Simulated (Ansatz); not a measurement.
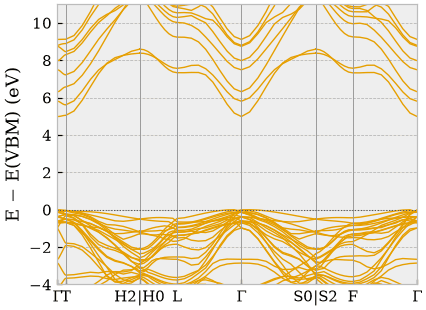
Fig. 1. Band structure from r²SCAN in the plane-wave PAW code Ansatz

Q: Read off the gap and where the band edges lie.

A: About 5.0 eV (4.99 eV by a search for the band edges); maximum on the Γ–S0 line, 11 % of the way from Γ, minimum at Γ.

Q: Which of these materials gives this?
A. CdBr2, R-3m (Cd on 3a, Cd on 3b, Br on 6c, Br on 6c)
B. RbLuO2, R-3m (Rb on 3a, Lu on 3b, O on 6c)
C. MgO, R-3m (Pearson symbol hR16)

A: C, MgO, R-3m (Pearson symbol hR16)

The workflow started from a Materials Project entry (that database holds measured and hypothetical structures alike); the Crystallography Open Database copy checked does not list it. It is not the phase usual at ambient conditions (space group No. 225). Symmetry was held in the r²SCAN relaxation; whether a distortion lowers the energy is not shown.

Potentials: the later of the program's two PAW sets.
